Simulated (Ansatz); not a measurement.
**Run report: GeH4OF, frequency calculation**

- system: GeH4OF, multiplicity 2
- method: UKS B3LYP-D4/def2-SVP (Ansatz 0.2.0)

It belongs to a series of runs on one base structure; here: vibrations at the highest image of the band.

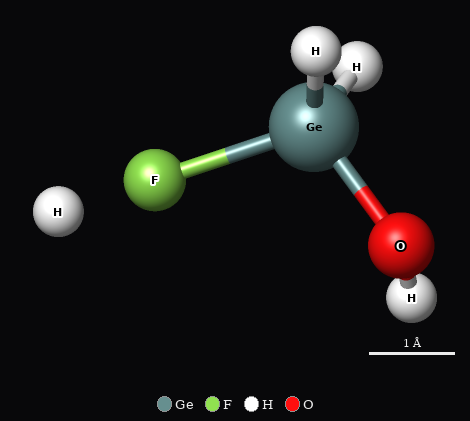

**Figure 1.** The structure as given in the input (ball-and-stick view, seen at a tilt). Sticks mark near contacts.

Input file:
```yaml
crystal:
  periodic: [false, false, false]
  atoms:
    - { symbol: Ge, position_ang: [0.023586, -0.040759, 0.037438] }
    - { symbol: F, position_ang: [0.078971, 0.069435, 2.039549] }
    - { symbol: H, position_ang: [1.460392, -0.050553, -0.523148] }
    - { symbol: H, position_ang: [-0.846584, 1.137931, -0.483035] }
    - { symbol: O, position_ang: [-0.66382, -1.612473, -0.454649] }
    - { symbol: H, position_ang: [-1.596346, -1.709652, -0.218273] }
    - { symbol: H, position_ang: [0.1534, 0.116571, 3.243317] }
magnetization:
  spin_polarized: true
  initial_magnetization: 1
basis:
  gaussian: { orbitals: def2-SVP }
hamiltonian:
  xc: b3lyp
  dispersion: d4
phonons: {}
```

Hardware: 2 threads of Arm Neoverse V1, 24 GiB of memory available, shared host.

Command:
```bash
ansatz run input.yaml --threads 2 --pin off --max-ram 3072MiB --backend cpu --events-out ev --progress --plain --runs-dir out
```

Output:
```
Engine: ansatz 0.2.0, aarch64-unknown-linux-gnu
Functional definition: B3LYP
  parameter a0 = 0.2
  parameter ax = 0.72
  parameter ac = 0.81
  exchange = (1 - a0 - ax)*slater_x + ax*b88_x + a0*exact_x
  correlation = (1 - ac)*vwn_rpa_c + ac*lyp_c
842 factors; integrals over basis functions are off by at most 3.5e-4 eV
mean field evaluation 1: about -61329.5897 eV, gradient 4.1e1 eV
mean field evaluation 2: about -61302.1209 eV, gradient 8.9e1 eV
mean field evaluation 4: about -61335.2084 eV, gradient 7.5e0 eV
mean field evaluation 8: about -61335.3912 eV, gradient 1.6e-1 eV
mean field evaluation 16: about -61335.3914 eV, gradient 7.6e-5 eV
mean field -61335.39144953 eV, -2254.0340611485 hartree, gradient 7.6e-5 eV, S^2 0.756029; 0 other end points of the search recorded, 0 dependent functions left out
the calculation of the forces begins
reference -61335.39170043 eV, -2254.0340703692 hartree; 27, 26 occupied and 53, 54 virtual orbitals, 842 factors
these checks for a lower state are left out or cut short: stability, starts, cluster_reference, orbital_swaps, neighbouring_geometries, increment
842 factors; integrals over basis functions are off by at most 3.5e-4 eV
mean field -61335.39136249 eV, -2254.0340579500 hartree, gradient 2.0e-6 eV, S^2 0.756029; 0 other end points of the search recorded, 0 dependent functions left out
[... from here on the field's lines of each further geometry are left out, up to the last ...]
the calculation of the forces begins
reference -61335.39163429 eV, -2254.0340679386 hartree; 27, 26 occupied and 53, 54 virtual orbitals, 842 factors
these checks for a lower state are left out or cut short: stability, starts, cluster_reference, orbital_swaps, neighbouring_geometries, increment
842 factors; integrals over basis functions are off by at most 3.5e-4 eV
mean field -61335.39153609 eV, -2254.0340643299 hartree, gradient 2.5e-6 eV, S^2 0.756000; 0 other end points of the search recorded, 0 dependent functions left out
the calculation of the forces begins
reference -61335.39178700 eV, -2254.0340735503 hartree; 27, 26 occupied and 53, 54 virtual orbitals, 842 factors
WARN: phonons: modes at or below zero, which the zero-point energy, F, S and C_V leave out: 1, the lowest at -1326.87 cm⁻¹. A minimum has none, and a first-order saddle one
Total energy: -61335.53154881 eV, -2254.0392097023 hartree
Atom 0 at     0.023586    -0.040759     0.037438 Å, force     0.000066    -0.000335     0.000156 eV/Å
Atom 1 at     0.078971     0.069435     2.039549 Å, force    -0.000033     0.000296    -0.000154 eV/Å
Atom 2 at     1.460392    -0.050553    -0.523148 Å, force    -0.000025     0.000038    -0.000059 eV/Å
Atom 3 at    -0.846584     1.137931    -0.483035 Å, force    -0.000001     0.000061    -0.000016 eV/Å
Atom 4 at    -0.663820    -1.612473    -0.454649 Å, force    -0.000004     0.000180     0.000038 eV/Å
Atom 5 at    -1.596346    -1.709652    -0.218273 Å, force     0.000000    -0.000079    -0.000022 eV/Å
Atom 6 at     0.153400     0.116571     3.243317 Å, force    -0.000004    -0.000161     0.000057 eV/Å
Dipole moment:    -0.215630     0.152667    -0.070089 e Å
Vibrations: -1326.87 91.12 190.72 264.72 308.57 396.86 602.78 627.39 707.10 758.73 855.14 908.75 2032.28 2121.87 3836.06 cm⁻¹, zero-point energy 0.849421 eV
```

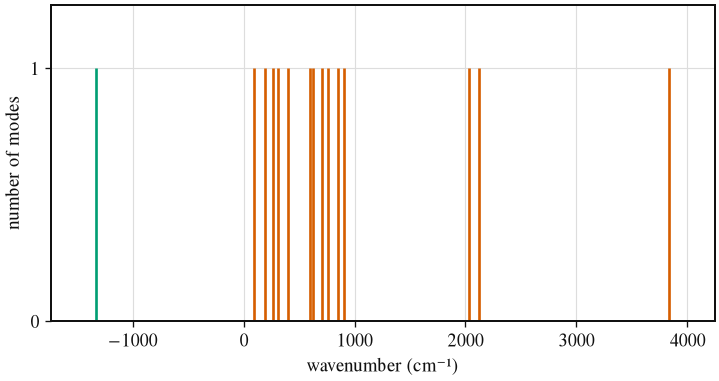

**Figure 2.** Harmonic vibrational wavenumbers from the force constants; neighbouring modes closer than 23 cm⁻¹ are counted in one stick, and imaginary ones are drawn at negative wavenumbers. 15 modes from 1327i to 3836 cm⁻¹, 1 imaginary beyond 8i (1327i cm⁻¹): a first-order saddle point, if the geometry is stationary.

Summary:

| quantity | value |
| --- | --- |
| outcome | converged |
| total energy | −61335.5315 eV |
| mean-field energy | −61335.3917 eV |
| ⟨S²⟩ | 0.756 |
| largest force (length of the vector) | under 0.001 eV/Å |
| wall time | 60 s (CPU time 1.9 min) |
| peak memory | 0.21 GiB |
